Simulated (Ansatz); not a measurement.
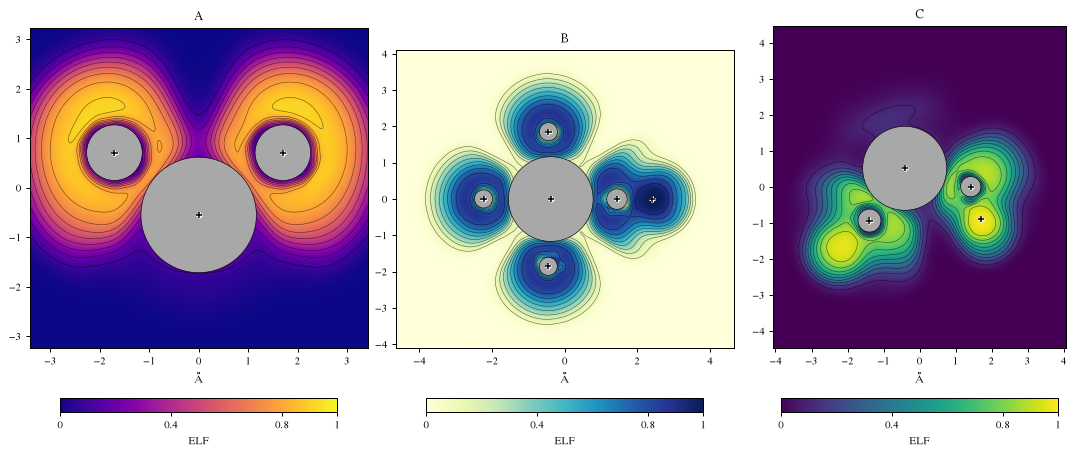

The ELF of 3 systems, each on a plane through atoms (crosses mark nuclei in the plane; grey discs cover the cores).

The calculation used isolated molecule in a Gaussian basis; Kohn-Sham density functional theory, functional PBE0 (Ansatz).

System 1: Cl2F3HOW, the plane of atoms F4, W7 and F5. Geometry: PBE0-D4/def2-SVP; core potentials replace the inner electrons of W.

```yaml
atoms:
  - { symbol: Cl, position_ang: [-1.9466, 1.2702, 0.2332] }
  - { symbol: Cl, position_ang: [1.8742, -1.0009, -0.9700] }
  - { symbol: F, position_ang: [-1.0547, -1.3571, -0.7864] }
  - { symbol: F, position_ang: [-0.1997, 0.7334, -2.0189] }
  - { symbol: F, position_ang: [0.9858, 1.6113, 0.0901] }
  - { symbol: O, position_ang: [0.1405, -0.5159, 1.4199] }
  - { symbol: W, position_ang: [-0.0282, 0.1044, -0.2856] }
  - { symbol: H, position_ang: [0.2287, -0.8455, 2.3177] }
```

System 2: F2S2W, the plane of atoms S3, W5 and S4. Geometry: PBE0-D4/def2-SVP; core potentials replace the inner electrons of W.

```xyz
5

F    -0.6095   -0.3653    1.7666
F     1.6697   -0.9106   -0.3240
S    -1.3811   -0.7255   -1.3394
S     0.3081    2.0058   -0.2104
W     0.0628   -0.0780    0.0658
```

System 3: H4N2O2W (SMILES [NH]=[W](=[NH])([OH])[OH]), the plane of atoms N2, W5 and O3. Geometry: PBE0-D4/def2-SVP; core potentials replace the inner electrons of W.

```xyz
9

N     0.1070   -0.6880    1.0486
N     0.1762    0.7839   -1.4403
O    -1.7955   -1.4037   -1.0915
O    -1.9791    1.3463    0.4962
W    -0.8412    0.0109   -0.2452
H     0.9396   -0.9629    1.5573
H     1.0328    1.1225   -1.8640
H    -1.8473   -1.4948   -2.0483
H    -2.1332    1.4297    1.4427
```

Question: Which map belongs to which system?

Answer: Panel A is system 2, F2S2W: the plane holds S and W. W–S (2.12 Å): the ELF peaks at about 0.75 in the valence shell of S, 0.8 Å from its nucleus, and is about 0.50 at the midpoint. Panel B is system 1, Cl2F3HOW: the plane holds F, O, W and H. W–O (1.82 Å): the ELF peaks at about 0.80 in the valence shell of O, 0.5 Å from its nucleus, and drops to about 0.20 between the two atoms. Panel C is system 3, H4N2O2W: the plane holds N, O, W and H. W–N (1.75 Å): the ELF peaks at about 0.75 in the valence shell of N, 0.5 Å from its nucleus, and drops to about 0.30 between the two atoms.
